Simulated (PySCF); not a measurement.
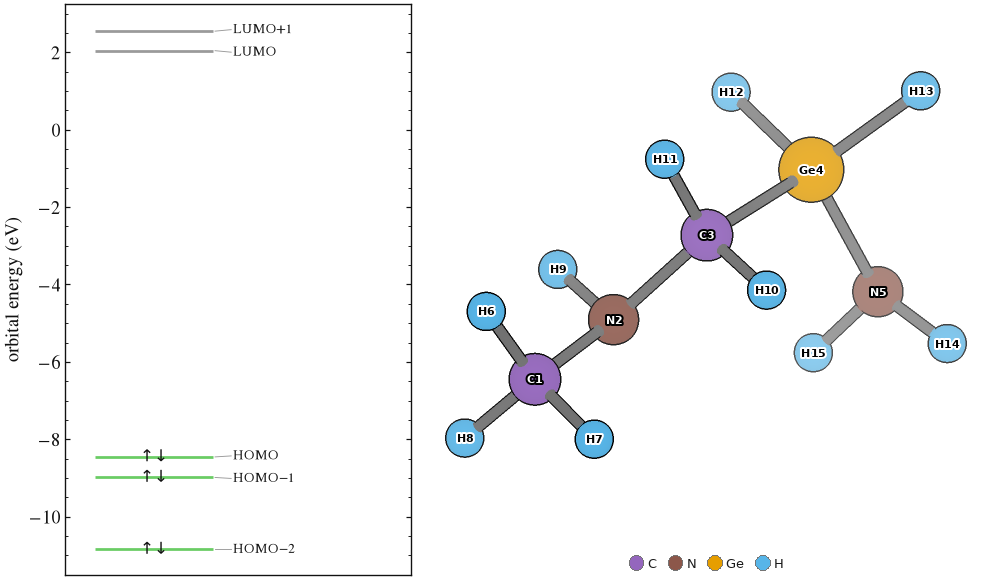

C₂H₁₀GeN₂, SMILES CN[CH2][GeH2][NH2], singlet. Kohn-Sham orbital energies near the frontier, ωB97X-D/def2-SVPD, PySCF, at a GFN2-xTB geometry (no frequency check), isolated molecule; empty levels in grey, levels within 0.03 eV side by side.

**Where do the frontier orbitals lie?**

HOMO at −8.46 eV, LUMO at 2.04 eV, 10.50 eV apart.

**List the levels with the atoms that carry most of them (a dash for levels above zero or within 0.03 eV of another, where shares mean little).**

```csv
orbital,energy (eV),Löwdin shares
LUMO+1,2.55,–
LUMO,2.04,–
HOMO,−8.46,"N2 52 %, C3 13 %, C1 9 %"
HOMO−1,−8.99,"N5 54 %, C3 10 %, Ge4 9 %"
HOMO−2,−10.85,"Ge4 22 %, C3 21 %, N5 17 %"
```

Caveats: the tight-binding geometry is rougher than a DFT one and adds to the error; one conformer of a flexible molecule; empty levels above zero depend strongly on the basis.
